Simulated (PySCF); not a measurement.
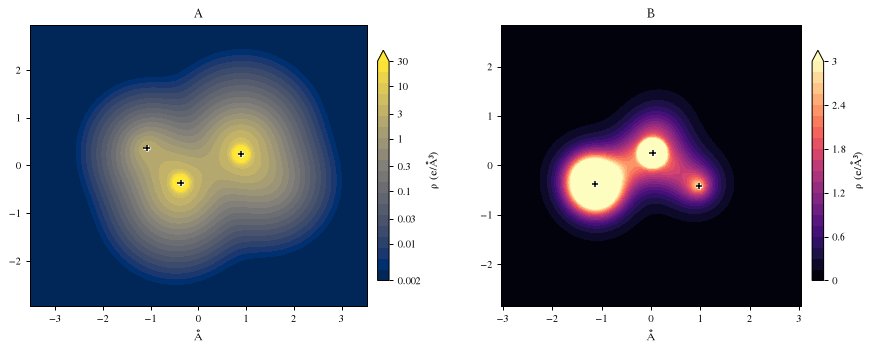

The total electron density of 2 systems, each on a plane through atoms (crosses mark nuclei in the plane).

These are results of PySCF 2.14.0, density-fitted response routines, DFT single point, gas phase, functional PBE0, not measurements.

System 1: CH3O (charge −1), the plane of atoms O2, C1 and H4. Geometry: PBE0-D3(BJ)/ma-def2-SVP.

| atom | x (Å) | y (Å) | z (Å) |
| --- | --- | --- | --- |
| C | 0.0415 | -0.0177 | -0.0536 |
| O | 1.3525 | -0.1524 | -0.1353 |
| H | -0.3547 | 0.5765 | 0.8467 |
| H | -0.4718 | 0.5161 | -0.9323 |
| H | -0.5672 | -0.9896 | 0.0194 |

System 2: H4N2 (SMILES NN), the plane of atoms N2, N1 and H3. Geometry: PBE0-D3(BJ)/def2-SVP.

```xyz
6

N     0.5414   -0.4277    0.2472
N    -0.5395    0.4630    0.1778
H     0.2037   -1.3343    0.5607
H     1.0110   -0.5683   -0.6485
H    -0.2022    1.4071    0.3488
H    -1.0083    0.4643   -0.7293
```

**Which map belongs to which system?**

Panel A is system 2, H4N2: the plane holds N and H. N–N (1.40 Å): ρ is about 2.2 e/Å³ halfway. Panel B is system 1, CH3O: the plane holds C, O and H. C–O (1.32 Å): ρ is about 2.5 e/Å³ halfway.
